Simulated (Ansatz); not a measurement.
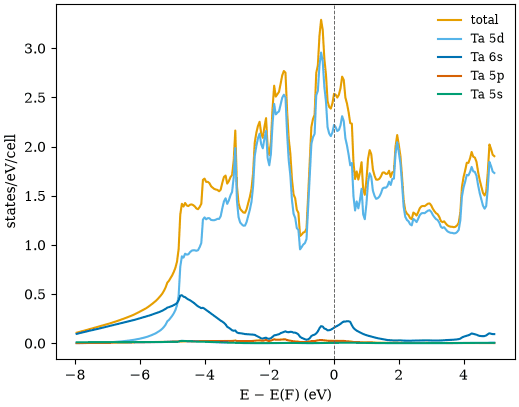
Figure. Total and projected density of states of Ta (hcp (Mg type), P6_3/mmc), DFT-r²SCAN in the program Ansatz with PAW potentials

Problem. Which orbitals carry the states next to the Fermi level?

Solution. Within 0.5 eV of the Fermi level: Ta 5d 87 %, Ta 6s 7 %, outside the projected shells 5 %. Projections are on Löwdin-orthogonalised atomic valence shells; empty p or d shells of many metals are not among them.

Problem. Where is the tallest occupied peak in this window, and what makes it?

Solution. Near -0.4 eV, about 3.3 states/eV per cell; the largest projected share is Ta 5d.

The start of the workflow was typed in or built on a structure type; the Crystallography Open Database copy checked does not list it. It is not the phase usual at ambient conditions (space group No. 229). The r²SCAN relaxation kept the symmetry of its start; whether a distortion lowers the energy is not shown. No spin polarisation was allowed. Spin–orbit coupling is left out wherever it is not named.

Potentials: the earlier of the program's two PAW sets.
